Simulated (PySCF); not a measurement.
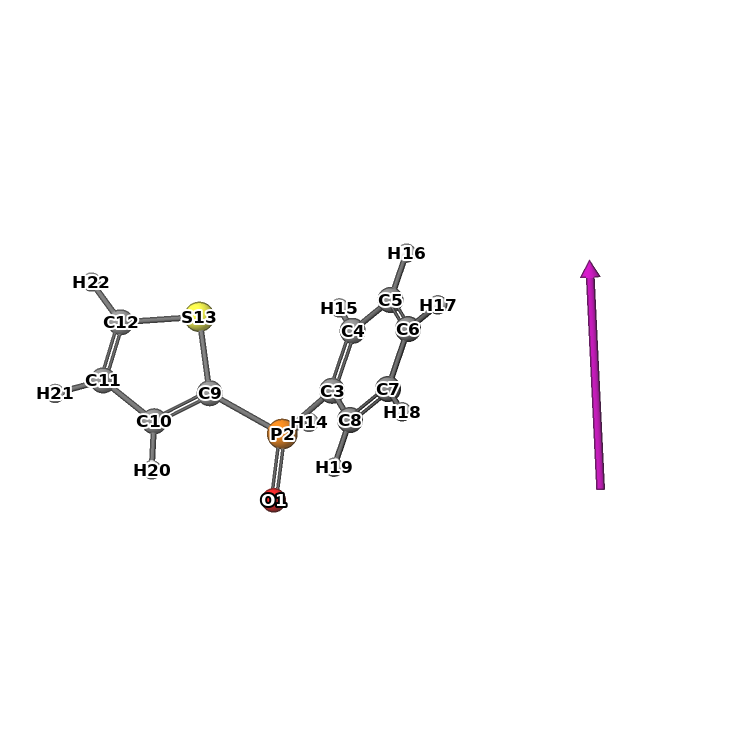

The arrow beside the molecule shows the direction of the dipole moment, from the negative to the positive end (its length means nothing). Computed geometry: PBE0-D3(BJ)/def2-SVP optimisation. No frequency run is at hand to confirm it as a minimum. Method: ωB97X-D/pcSseg-1, gas phase (PySCF 2.14.0).

### Estimate the dipole moment.

3.81 D; it points from the side of O1 to the side of H16 (the outermost atoms at the two ends).
